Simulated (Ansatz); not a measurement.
# ClH₂NOSW: inputs that go wrong

4 inputs were typed for ClH₂NOSW. Each is run as it stands; the log then has to tell whether the result can be used.

Method: the settings change from run to run; program: Ansatz 0.2.0, Gaussian basis.

### 1 The molecule

An earlier PBE0-D4 in a triple-zeta def2 set relaxation fixed the geometry. W takes a core potential in def2 sets; no spin-orbit term is included.

SMILES `[NH2][W](=[O])(=[S])[Cl]`, 7 atoms, charge 0, spin multiplicity 1.

Atoms are counted from 1 here; the program's logs count them from 0.

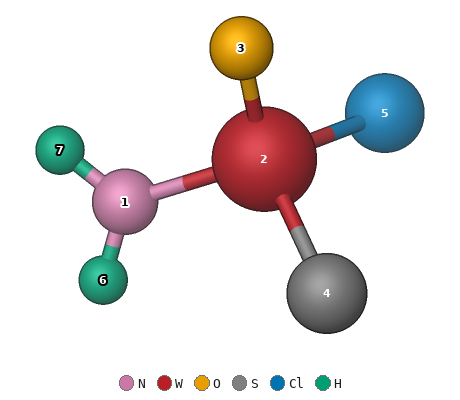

The geometry (nitrogen pink, tungsten red, oxygen amber, sulfur grey, chlorine blue, hydrogen teal); atoms are numbered from 1 in the order of the file.

### 2 Input 1

Input file in.yaml:

```yaml
crystal:
  periodic: [false, false, false]
  atoms:
    - {symbol: N, position_ang: [-0.583377, 0.670565, 0.838058]}
    - {symbol: W, position_ang: [0.385707, -0.395728, -0.430682]}
    - {symbol: O, position_ang: [1.554391, -1.264387, 0.435884]}
    - {symbol: S, position_ang: [-0.988512, -1.715584, -1.386510]}
    - {symbol: Cl, position_ang: [1.414105, 0.916667, -1.970651]}
    - {symbol: H, position_ang: [-1.564315, 0.896638, 0.760423]}
    - {symbol: H, position_ang: [-0.218008, 0.891838, 1.753477]}
basis:
  gaussian: {orbitals: def2-SVP, fitting: {mean_field: cc-pVTZ-jkfit}, nuclear_model: gaussian}
total_charge: -1
magnetization: {spin_polarized: true, initial_magnetization: 1}
hamiltonian: {xc: {name: PBE0-DH}}
accuracy: high
output: {forces: true}
```

On the command line:

```bash
> ansatz run in.yaml --threads 4 --pin off --events-out ev --progress --plain --max-ram 10444MiB
```

The program printed:

```text
Functional definition: PBE0-DH
  name "PBE0-DH"
  cite "Brémond & Adamo, J. Chem. Phys. 135, 024106 (2011) doi:10.1063/1.3604569"
  cite "Perdew, Burke & Ernzerhof, Phys. Rev. Lett. 77, 3865 (1996) doi:10.1103/PhysRevLett.77.3865"
  parameter a = 1/2
  parameter c = 1/8
  exchange = (1 - a)*pbe_x + a*exact_x
  correlation = (1 - c)*pbe_c + c*(mp2_os + mp2_ss)
Error: <dir> the basis set cc-pVTZ-JKFIT has no functions for W
```

Run time: 0.1 s. Hardware: 4 threads of Arm Neoverse V1, shared host.

**Diagnosis.** The program refused the input. The fitting set named has no entry for an element of this molecule. Cure: leave the fitting key out, or name a set that covers all elements and suits the basis. The input also asks for charge -1 and multiplicity 2, not those of the species named; set them back first.

### 3 Input 2

Input file in.yaml:

```yaml
crystal:
  periodic: [false, false, false]
  atoms:
    - {symbol: N, position_ang: [-0.583377, 0.670565, 0.838058]}
    - {symbol: W, position_ang: [0.385707, -0.395728, -0.430682]}
    - {symbol: O, position_ang: [1.554391, -1.264387, 0.435884]}
    - {symbol: S, position_ang: [-0.988512, -1.715584, -1.386510]}
    - {symbol: Cl, position_ang: [1.414105, 0.916667, -1.970651]}
    - {symbol: H, position_ang: [-1.564315, 0.896638, 0.760423]}
    - {symbol: H, position_ang: [-0.218008, 0.891838, 1.753477]}
basis:
  gaussian: {orbitals: def2-SVPD, fitting: {mean_field: cc-pVTZ-jkfit}}
hamiltonian: {xc: {name: B97}}
scf: {lower_state_search: full}
```

The command is unchanged.

The program printed:

```text
Functional definition: B97
  name "B97"
  cite "Becke, J. Chem. Phys. 107, 8554 (1997) doi:10.1063/1.475007"
  parameter cx = 0.1943
  parameter cx0 = 0.8094
  parameter cx1 = 0.5073
  parameter cx2 = 0.7481
  parameter css0 = 0.1737
  parameter css1 = 2.3487
  parameter css2 = -2.4868
  parameter cos0 = 0.9454
  parameter cos1 = 0.7471
  parameter cos2 = -4.5961
  exchange = spin_sum(e_x_unif_s*poly(b97_u_x, cx0, cx1, cx2)) + cx*exact_x
  correlation = spin_sum(e_c_pw_same_spin*poly(b97_u_same, css0, css1, css2))
      + integral(e_c_pw_opposite_spin*poly(b97_u_opposite, cos0, cos1, cos2))
Error: <dir> the basis set cc-pVTZ-JKFIT has no functions for W
```

It took 0.1 s on 4 threads of Arm Neoverse V1, shared host.

Diagnosis: Refused before any calculation. The fitting set named has no entry for an element of this molecule. Cure: leave the fitting key out, or name a set that covers all elements and suits the basis.

### 4 Input 3

Input file in.yaml:

```yaml
crystal:
  periodic: [false, false, false]
  atoms:
    - {symbol: N, position_ang: [-0.613101, 0.671907, 0.780277]}
    - {symbol: W, position_ang: [0.393031, -0.386070, -0.420612]}
    - {symbol: O, position_ang: [1.537960, -1.333087, 0.452726]}
    - {symbol: S, position_ang: [-0.972635, -1.713597, -1.358923]}
    - {symbol: Cl, position_ang: [1.417270, 0.923126, -1.966410]}
    - {symbol: H, position_ang: [-1.614224, 0.905081, 0.749809]}
    - {symbol: H, position_ang: [-0.240001, 0.903822, 1.712879]}
basis:
  gaussian: {orbitals: def2-mTZVPP}
magnetization: {spin_polarized: true, initial_magnetization: 1}
hamiltonian: {xc: {name: r2SCANh}}
output: {forces: true}
```

Same command.

The program printed:

```text
Error: a molecule whose nuclei and cores have a total charge of 64 cannot have a net charge of 0 together with 1 unpaired electrons
```

Run time: 0.05 s. Hardware: 4 threads of Arm Neoverse V1, shared host.

Diagnosis: The program refused the input. The number of unpaired electrons doesn't fit the electron count. Its coordinates are also moved off the relaxed structure. Fix: make charge and initial_magnetization agree: an even electron count takes an even number of unpaired electrons.

### 5 Input 4

Input file in.yaml:

```yaml
crystal:
  periodic: [false, false, false]
  atoms:
    - {symbol: N, position_ang: [-0.583377, 0.670565, 0.838058]}
    - {symbol: W, position_ang: [0.385707, -0.395728, -0.430682]}
    - {symbol: O, position_ang: [1.554391, -1.264387, 0.435884]}
    - {symbol: S, position_ang: [-0.988512, -1.715584, -1.386510]}
    - {symbol: Cl, position_ang: [1.414105, 0.916667, -1.970651]}
    - {symbol: H, position_ang: [-1.564315, 0.896638, 0.760423]}
    - {symbol: H, position_ang: [-0.218008, 0.891838, 1.753477]}
basis:
  gaussian: {orbitals: def2-TZVPP}
hamiltonian: {xc: {name: HF}}
correlation: {method: mp2, frozen_orbitals: {N: 0}}
```

Same command.

The program printed:

```text
Functional definition: HF
  name "HF"
  cite "Fock, Z. Phys. 61, 126 (1930) doi:10.1007/BF01340294"
  parent pbe
  exchange = exact_x
  correlation = 0
Error: "frozen_orbitals" has no count for W
```

Wall time 0.05 s (4 threads of Arm Neoverse V1, shared host).

**Diagnosis.** Refused before any calculation. Frozen orbitals are typed for one element alone, and the program wants a count for each. To mend it, leave frozen_orbitals out, or give every element a count that its core really has.

### 6 How the tries ended

```csv
input,level,ended,cause,time
1,PBE0-DH/def2-SVP,refused,the fitting set named has no entry for an element of this molecule,0.1 s
2,B97/def2-SVPD,refused,the fitting set named has no entry for an element of this molecule,0.1 s
3,r2SCANh/def2-mTZVPP,refused,the number of unpaired electrons doesn't fit the electron count,0.05 s
4,MP2/def2-TZVPP,refused,"frozen orbitals are typed for one element alone, and the program wants a count for each",0.05 s
```

4 refused. A refusal costs next to no computing time.
